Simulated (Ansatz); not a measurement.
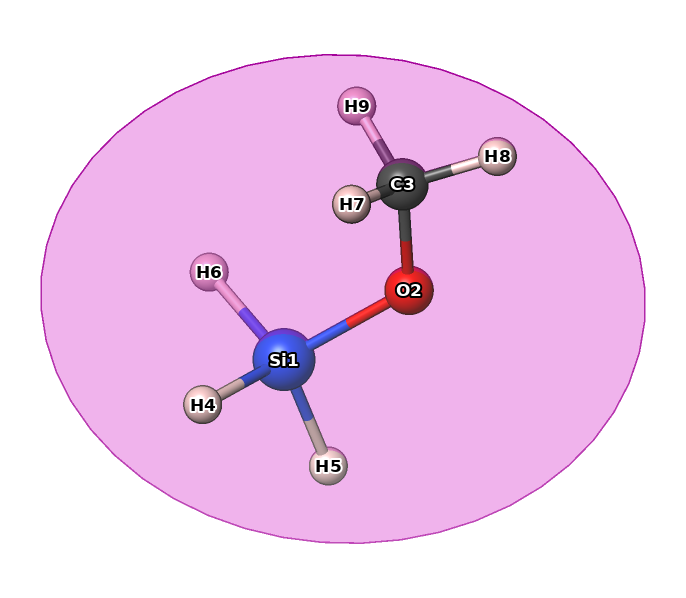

A disc through the centre of mass is drawn in. Atoms fade into the background with distance from the viewer. The computed structure is the end point of a PBE0-D4/def2-TZVP optimisation.

Question: Is the plane of the disc a mirror plane of the structure?

Answer: Yes. The reflection leaves Si1, O2, C3, H5, H8 in place and moves H4 ↔ H6; H7 ↔ H9. The point group is Cs.
